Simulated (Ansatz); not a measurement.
# AlBH5N: composite energy at a relaxed geometry, by script

Wanted for AlBH5N: a composite energy at a relaxed geometry.

Program: Ansatz 0.2.0 through its Python package. The levels of theory stand in the script. These are calculated values, not measurements.

### 1 Starting point

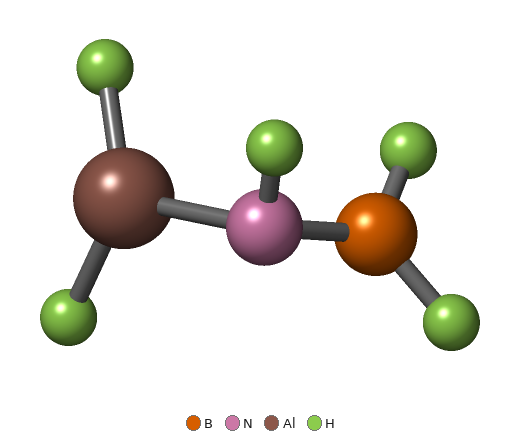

The structure that the script starts from, seen from a chosen angle (boron orange, nitrogen pink, aluminium brown, hydrogen green).

No structure file is read: the coordinates are typed or built in the script.

### 2 Script

composite_albh5n.py

```python
'''Relax AlBH5N cheaply, then refine its energy.'''

import itertools

import ansatz as az
from ase.data import atomic_numbers, covalent_radii
import numpy as np

mol = (
    az.Crystal.molecule()
    .atom('B', (-0.6804, 0.7855, -0.7018))
    .atom('N', (0.1838, 0.8034, 0.4996))
    .atom('Al', (0.9481, -0.9303, 0.5786))
    .atom('H', (-1.5846, 0.1126, -0.7818))
    .atom('H', (-0.607, 1.6785, -1.5369))
    .atom('H', (-0.4196, 0.9287, 1.3425))
    .atom('H', (2.1635, -1.2879, -0.4455))
    .atom('H', (0.0884, -2.1477, 0.9896))
)

calc = mol.calculation()
calc = calc.basis(gaussian='def2-SVP')
calc = calc.functional('b3lyp')
symbols = [site.symbol for site in mol.cartesian_sites]
start = np.array([site.position_ang for site in mol.cartesian_sites], dtype=float)
summary = calc.relax(force_tolerance=0.01).run(threads=1, pin='off').report
end = np.array(summary['positions_ang'])
# pairs closer than 1.2 times the sum of covalent radii, before or after
radius = [covalent_radii[atomic_numbers[s]] for s in symbols]
span = lambda where, i, j: np.linalg.norm(where[i] - where[j])
bonded = [(i, j) for i, j in itertools.combinations(range(len(symbols)), 2) if min(span(start, i, j), span(end, i, j)) < 1.2 * (radius[i] + radius[j])]
print('pair        before    after (A)')
for i, j in bonded:
    print(f'{symbols[i]}{i}-{symbols[j]}{j}'.ljust(10), f'{span(start, i, j):8.4f} {span(end, i, j):8.4f}')
for first, second in list(itertools.combinations(bonded, 2)):
    shared = set(first) & set(second)
    if shared and symbols[(j := shared.pop())] != 'H':
        i, k = sorted((set(first) | set(second)) - {j})
        u, v = end[i] - end[j], end[k] - end[j]
        angle = np.degrees(np.arccos(np.clip(u @ v / np.linalg.norm(u) / np.linalg.norm(v), -1, 1)))
        print(f'final angle {symbols[i]}{i}-{symbols[j]}{j}-{symbols[k]}{k}: {angle:.2f} deg')

minimum = az.Crystal.molecule()
for symbol, place in zip(symbols, end):
    minimum = minimum.atom(symbol, place.tolist())
at_minimum = minimum.calculation()
# MP2 extrapolated to the basis limit, plus the small-basis difference CCSD(T) - MP2
level = lambda method, basis: at_minimum.basis(gaussian=basis).correlation(method).run(threads=1, pin='off').report
small, large, cluster = level('mp2', 'cc-pVDZ'), level('mp2', 'cc-pVTZ'), level('ccsd_t', 'cc-pVDZ')
corr = lambda each: (each['free_energy_ev'] - each['reference_energy_ev']) / 27.211386246
mp2_limit = (27 * corr(large) - 8 * corr(small)) / 19
pieces = {'HF / cc-pVTZ': large['reference_energy_ev'] / 27.211386246, 'MP2 correlation, DZ-TZ limit': mp2_limit, 'CCSD(T) - MP2 / cc-pVDZ': corr(cluster) - corr(small)}
for name, value in pieces.items():
    print(f'{name:32s} {value:14.6f} Ha')
print(f'{"sum":32s} {sum(pieces.values()):14.6f} Ha')
print('T1 diagnostic', round(cluster['correlation']['coupled_cluster']['t1_diagnostic'], 4))
```

### 3 Launch

On the command line:

```
> python composite_albh5n.py
```

The log of the run:

```text
pair        before    after (A)
B0-N1        1.4800   1.4103
B0-H3        1.1299   1.2106
B0-H4        1.2248   1.2111
N1-Al2       1.8963   1.8173
N1-H5        1.0442   1.0197
Al2-H6       1.6291   1.5758
Al2-H7       1.5460   1.5824
final angle N1-B0-H3: 120.70 deg
final angle N1-B0-H4: 119.08 deg
final angle B0-N1-Al2: 125.81 deg
final angle B0-N1-H5: 115.21 deg
final angle H3-B0-H4: 120.22 deg
final angle Al2-N1-H5: 118.98 deg
final angle N1-Al2-H6: 118.74 deg
final angle N1-Al2-H7: 116.75 deg
final angle H6-Al2-H7: 124.51 deg
HF / cc-pVTZ                        -324.055636 Ha
MP2 correlation, DZ-TZ limit          -0.431228 Ha
CCSD(T) - MP2 / cc-pVDZ               -0.048966 Ha
sum                                 -324.535830 Ha
T1 diagnostic 0.0132
```

It took 34 s on 1 thread of Arm Neoverse V2, shared host; peak memory 0.33 GiB.

### 4 Path of the relaxation of run 0

Step by step:

| step | E - E(step 1) (eV) | largest force component (eV/Å) |
| --- | --- | --- |
| 1 | 0.0000 | 2.7944 |
| 2 | -0.3366 | 2.0371 |
| 3 | -0.6812 | 0.8435 |
| 4 | -0.9190 | 0.8914 |
| 5 | -1.1739 | 0.7314 |
| 6 | -1.3979 | 0.5903 |
| 7 | -1.5861 | 0.5493 |
| 8 | -1.7309 | 0.4394 |
| 9 | -1.8341 | 0.3532 |
| 10 | -1.8977 | 0.2126 |
| 11 | -1.9209 | 0.0491 |
| 12 | -1.9217 | 0.0786 |
| 13 | -1.9221 | 0.1031 |
| 14 | -1.9225 | 0.0053 |

Step 1 is the start.

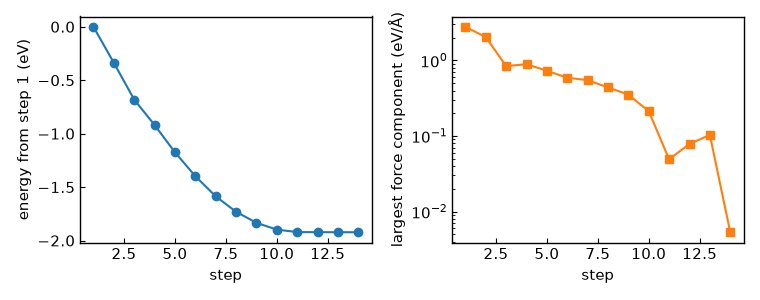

Energy and largest force along the relaxation.

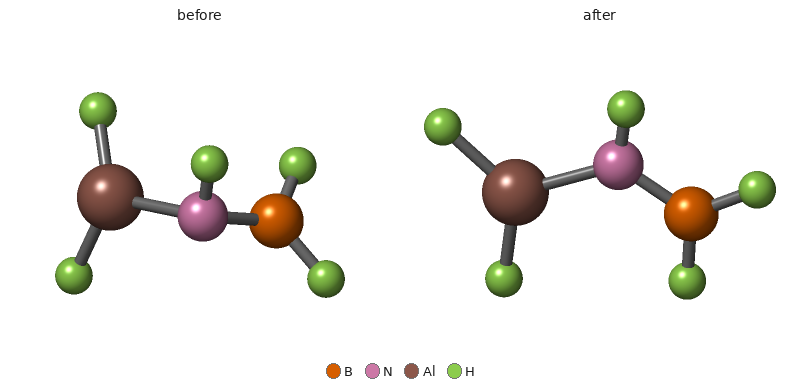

The structure before (left) and after (right) the relaxation, drawn at the same scale.

Before: Bond lengths: B1–N2 1.480 Å, N2–Al3 1.896 Å, B1–H4 1.130 Å, B1–H5 1.225 Å, N2–H6 1.044 Å, Al3–H7 1.629 Å, Al3–H8 1.546 Å. Angles: B1–N2–Al3 105.0°, B1–N2–H6 108.6°, Al3–N2–H6 108.0°, N2–B1–H4 122.1°, N2–B1–H5 120.6°, H4–B1–H5 115.7°, N2–Al3–H7 118.4°, N2–Al3–H8 120.5°, H7–Al3–H8 114.2°.

After: Bond lengths: B1–N2 1.410 Å, N2–Al3 1.817 Å, B1–H4 1.211 Å, B1–H5 1.211 Å, N2–H6 1.020 Å, Al3–H7 1.576 Å, Al3–H8 1.582 Å. Angles: B1–N2–Al3 125.8°, B1–N2–H6 115.2°, Al3–N2–H6 119.0°, N2–B1–H4 120.7°, N2–B1–H5 119.1°, H4–B1–H5 120.2°, N2–Al3–H7 118.7°, N2–Al3–H8 116.7°, H7–Al3–H8 124.5°.

Run 0 is this relaxation; the runs after it count from 1.

### 5 What each run gave

The 3 runs, in the order started:

| run | basis | method | energy (eV) | iterations in all | CPU time (s) |
| --- | --- | --- | --- | --- | --- |
| 1 | cc-pVDZ | mp2 | -8825.7258 | 11 | 0.53 |
| 2 | cc-pVTZ | mp2 | -8828.8794 | 12 | 2.3 |
| 3 | cc-pVDZ | ccsd_t | -8827.0583 | 17 | 1.6 |

### 6 Outcome

| quantity | value |
| --- | --- |
| T1 diagnostic | 0.0132 |
| composite energy | -324.535830 Ha |
| runs compared | 3 |

In words: All 3 runs converged (11 to 17 cycles). A T1 diagnostic under about 0.02 supports a single-reference treatment, as here. Run 0: The relaxation took 13 moves; the largest shift is 1.570 Å, of atom 4 (H). So large a move can change the bonding: the results belong to the relaxed structure. What to keep in mind:
- The sum leaves out core correlation, relativity, the Hartree-Fock basis error and zero-point energy; a DZ-TZ extrapolation is rough.
- b3lyp holds the VWN-RPA fit, as in Gaussian; the form of ORCA and Turbomole is b3lyp5.
- Inner cores stay frozen, so this is valence correlation.
- For Al to Cl the sets with a tight d function, cc-pV(X+d)Z, are usual.
- An extrapolation from small basis sets is rough.
